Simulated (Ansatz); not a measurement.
# Direct or indirect: MgO (Fm-3m)

```
CELL_PARAMETERS angstrom
0.00000 2.10850 2.10850
2.10850 0.00000 2.10850
2.10850 2.10850 0.00000
ATOMIC_POSITIONS crystal
Mg 0.00000 0.00000 0.00000
O 0.50000 0.50000 0.50000
```

Method: Ansatz, PBE, independent particles, without spin-orbit coupling, line width 0.15 eV (Gaussian). The band structure gives a fundamental gap of 4.71 eV. The spectrum of vertical transitions near the edge:

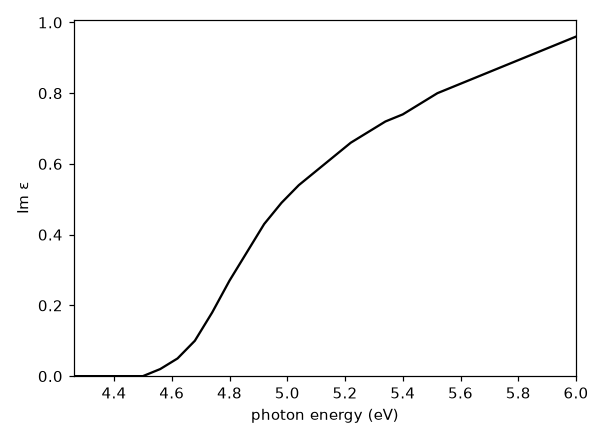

Q: Is the gap direct or indirect, and about where do vertical transitions set in?

A: Direct: the band path has its least direct gap at the fundamental one, 4.71 eV, and the curves rise from there. Lines are broadened by 0.15 eV, which spreads the edge.

[Logs are printed without paths, hosts, clocks, repeated set-up lines and the standing remarks that a program may print on its own settings, such as how far it seeks lower states.]
